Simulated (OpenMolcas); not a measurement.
AlNH$_{2}$F$_{2}$: single-point calculation (part 1 of 2)

- system: AlNH$_{2}$F$_{2}$, SMILES [NH2][Al]([F])[F]
- method: SOS-MP2/pcseg-2, RHF (OpenMolcas 26.06)

The geometry comes from this level: GFN2-xTB.

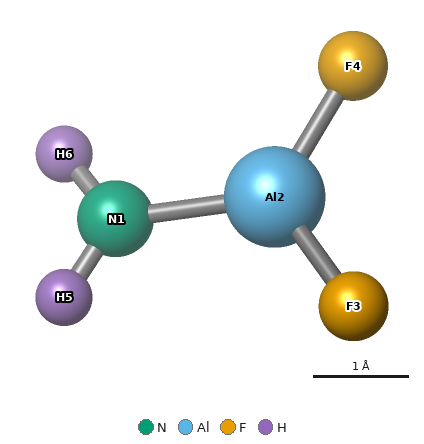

The structure (ball-and-stick view, seen at a tilt; atoms are numbered from 1 in the order of the input). Sticks mark near contacts.

Input
```
* AlF2H2N SOS-MP2
>>> EXPORT MOLCAS_PRINT=2

&GATEWAY
  BasLib=$CurrDir
  Coord
  6
  angstrom
  N       -0.370380       0.895360      -0.148750
  Al       0.298980      -0.711860       0.117750
  F        1.474720      -0.994470       1.230890
  F       -0.217980      -2.018960      -0.733990
  H       -0.093620       1.723030       0.353550
  H       -1.091720       1.106910      -0.819450
  Basis=pcseg-2
  Group=NoSym

&SEWARD
  Medium

&SCF
  PrOrbitals=1 1

&MBPT2
  SOSMP2
  Frozen=8
```

Machine: 1 thread of Arm Neoverse V2, 24 GiB of memory available, shared host.

Launched with:
```bash
export MOLCAS_MEM=1860
pymolcas mol.input > mol.log
```

What the program printed
```
--- Start Module: gateway ---

                                              &GATEWAY

                       available to each process: 1.9 GB of memory, 1 thread

 Basis Set     1 Label: N.PCSEG-2
 Basis set is read from library:.
 basistype.tbl is not found

 Basis Set     2 Label: AL.PCSEG-2
 Basis set is read from library:.
 basistype.tbl is not found

 Basis Set     3 Label: F.PCSEG-2
 Basis set is read from library:.
 basistype.tbl is not found

 Basis Set     4 Label: H.PCSEG-2
 Basis set is read from library:.
 basistype.tbl is not found

++    Symmetry information:
      ---------------------

                    Character Table for C1

                             E
                    a        1  x, y, xy, Rz, z, xz, Ry, yz, Rx, I
--

++    Basis set information:
      ----------------------

      Basis set label: N.PCSEG-2.........

      Electronic valence basis set:
      ------------------
      Associated Effective Charge   7.000000 au
      Associated Actual Charge      7.000000 au
      Nuclear Model: Point charge

      Shell  nPrim  nBasis  Cartesian Spherical Contaminant
         s      11       4        X
         p       6       3        X
         d       2       2                 X
         f       1       1                 X

      Basis set label: AL.PCSEG-2.........

      Electronic valence basis set:
      ------------------
      Associated Effective Charge  13.000000 au
      Associated Actual Charge     13.000000 au
      Nuclear Model: Point charge

      Shell  nPrim  nBasis  Cartesian Spherical Contaminant
         s      15       5        X
         p      11       4        X
         d       2       2                 X
         f       1       1                 X

      Basis set label: F.PCSEG-2.........

      Electronic valence basis set:
      ------------------
      Associated Effective Charge   9.000000 au
      Associated Actual Charge      9.000000 au
      Nuclear Model: Point charge

      Shell  nPrim  nBasis  Cartesian Spherical Contaminant
         s      11       4        X
         p       6       3        X
         d       2       2                 X
         f       1       1                 X

      Basis set label: H.PCSEG-2.........

      Electronic valence basis set:
      ------------------
      Associated Effective Charge   1.000000 au
      Associated Actual Charge      1.000000 au
      Nuclear Model: Point charge

      Shell  nPrim  nBasis  Cartesian Spherical Contaminant
         s       6       3        X
         p       2       2        X
         d       1       1                 X
--

++    Molecular structure info:
      -------------------------

                    ************************************************
                    **** Cartesian Coordinates / bohr, angstrom ****
                    ************************************************

     Center  Label                x              y              z                     x              y              z
        1      N1              -0.699917       1.691985      -0.281097             -0.370380       0.895360      -0.148750
        2      AL2              0.564990      -1.345220       0.222515              0.298980      -0.711860       0.117750
        3      F3               2.786817      -1.879276       2.326045              1.474720      -0.994470       1.230890
        4      F4              -0.411923      -3.815281      -1.387040             -0.217980      -2.018960      -0.733990
        5      H5              -0.176916       3.256055       0.668113             -0.093620       1.723030       0.353550
        6      H6              -2.063052       2.091757      -1.548536             -1.091720       1.106910      -0.819450

                    ***************************************
                    *    InterNuclear Distances / bohr    *
                    ***************************************

               1 N1            2 AL2           3 F3            4 F4            5 H5            6 H6
    1 N1       0.000000
    2 AL2      3.328398        0.000000
    3 F3       5.631022        3.105892        0.000000
    4 F4       5.624592        3.105838        5.269445        0.000000
    5 H5       1.902851        4.681956        6.156629        7.367678        0.000000
    6 H6       1.903774        4.675044        7.369037        6.135585        3.134745        0.000000

                    *******************************************
                    *    InterNuclear Distances / angstrom    *
                    *******************************************

               1 N1            2 AL2           3 F3            4 F4            5 H5            6 H6
    1 N1       0.000000
    2 AL2      1.761312        0.000000
    3 F3       2.979808        1.643567        0.000000
    4 F4       2.976406        1.643539        2.788470        0.000000
    5 H5       1.006945        2.477585        3.257948        3.898807        0.000000
    6 H6       1.007434        2.473927        3.899526        3.246812        1.658836        0.000000

                    **************************************
                    *    Valence Bond Angles / degree    *
                    **************************************
                          Atom centers                 Phi
                      5 H5       1 N1       6 H6       110.87
--

            Nuclear Potential Energy            159.04579486 au

--- Stop Module: gateway /rc=_RC_ALL_IS_WELL_ ---

--- Start Module: seward ---

                                              &SEWARD

                       available to each process: 1.9 GB of memory, 1 thread

               SEWARD will generate:
                  Multipole Moment integrals up to order  2
                  Kinetic Energy integrals
                  Nuclear Attraction integrals (point charge)
                  One-Electron Hamiltonian integrals
                  Velocity integrals
                  Orbital angular momentum around (  0.5964  -1.4248   0.2348 )
                  Velocity quadrupole around (  0.5964  -1.4248   0.2348 )
                  Cholesky decomposed two-electron repulsion integrals
                   - CD Threshold:   1.00E-06

                   Integrals are discarded if absolute value <: 1.00E-40
                   Integral cutoff threshold is set to       <: 1.00E-40

            Nuclear Potential Energy            159.04579486 au

      Basis set specifications :
      Symmetry species         a
      Basis functions          152

--- Stop Module: seward /rc=_RC_ALL_IS_WELL_ ---
--- Module seward spent 11 seconds ---

--- Start Module: scf ---

                                                &SCF

                       available to each process: 1.9 GB of memory, 1 thread

++    Input section:
      --------------

      Header of the integral files:

      Cartesian coordinates in angstrom:
      -----------------------------------------------------
      No.  Label        X            Y            Z
      -----------------------------------------------------
       1   N1        -0.37038000   0.89536000  -0.14875000
       2   AL2        0.29898000  -0.71186000   0.11775000
       3   F3         1.47472000  -0.99447000   1.23089000
       4   F4        -0.21798000  -2.01896000  -0.73399000
       5   H5        -0.09362000   1.72303000   0.35355000
       6   H6        -1.09172000   1.10691000  -0.81945000
      -----------------------------------------------------
      Nuclear repulsion energy =  159.04579486
--

++    Orbital specifications:
      -----------------------

      Symmetry species               1
                                     a
      Frozen orbitals                0
      Occupied orbitals             20
      Secondary orbitals           132
      Deleted orbitals               0
      Total number of orbitals     152
      Number of basis functions    152
--

      Molecular charge                           0.000

++    Optimization specifications:
      ----------------------------

      SCF Algorithm: LK-Cholesky
      LK screening threshold:                     4.50E-02
      Local-Exchange (LK) algorithm.
       - the density matrix is decomposed
      The actual AO density is used
      Number of density matrices in core                 5
      Maximum number of NDDO SCF iterations            400
      Maximum number of HF SCF iterations              400
      Threshold for SCF energy change             1.00E-09
      Threshold for density matrix                1.00E-04
      Threshold for Fock matrix                   1.50E-04
      Threshold for linear dependence             1.00E-09
      Threshold at which DIIS is turned on        1.50E-01
      Maximum depth in the DIIS procedure                5
      Maximum depth in the BFGS Hessian update          30
      Threshold at which QNR/C2DIIS is turned on  7.50E-02
      Threshold for Norm(delta) (QNR/C2DIIS)      1.00E-03
      All orbitals punched on: SCFORB
--

      Input vectors read from INPORB
      Orbital file label: *Guess orbitals

++ Convergence information
                                   SCF        iterations: Energy and convergence statistics

Iter     Tot. SCF        One-elec.       Two-elec.     Energy      Max Dij or  Max Fij      DNorm      TNorm      AccCon     Time
         Energy          Energy          Energy        Change      Delta Norm                                                in Sec.
   1  -496.283127564 -1011.271464811   355.942542384   0.00E+00    2.48E-01*   1.72E-01*    7.18E+00   2.06E+02   None         1.
   2  -496.653116425 -1007.128282199   351.429370911  -3.70E-01*   1.01E-01*   7.25E-02*    7.15E+00   2.06E+02   EDIIS        1.
   3  -496.700439510 -1011.684765480   355.938531107  -4.73E-02*   3.54E-02*   2.87E-02*    7.18E+00   2.07E+02   c2DIIS       1.
   4  -496.726037973 -1009.890050130   354.118217294  -2.56E-02*   1.37E-02*   7.12E-03*    7.17E+00   2.06E+02   QNRc2DIIS    1.
   5  -496.726562733 -1009.936951951   354.164594355  -5.25E-04*   9.75E-03*   2.63E-03*    7.17E+00   2.06E+02   QNRc2DIIS    1.
   6  -496.726661295 -1009.906756884   354.134300726  -9.86E-05*   1.37E-03*   7.49E-04*    7.17E+00   2.06E+02   QNRc2DIIS    1.
   7  -496.726669099 -1009.921343002   354.148879040  -7.80E-06*   7.98E-04    1.71E-04*    7.17E+00   2.06E+02   QNRc2DIIS    1.
   8  -496.726669956 -1009.920024009   354.147559189  -8.58E-07*   8.38E-05    2.67E-05     7.17E+00   2.06E+02   QNRc2DIIS    1.
   9  -496.726669972 -1009.919665887   354.147201052  -1.53E-08*   2.75E-05    6.52E-06     7.17E+00   2.06E+02   QNRc2DIIS    1.
  10  -496.726669973 -1009.919496543   354.147031707  -1.39E-09*   9.28E-06    2.38E-06     7.17E+00   2.06E+02   QNRc2DIIS    1.
  11  -496.726669973 -1009.919653244   354.147188408  -5.93E-11    2.03E-06    7.06E-07     7.17E+00   2.06E+02   QNRc2DIIS    1.

       Convergence after  11 Iterations
--
```
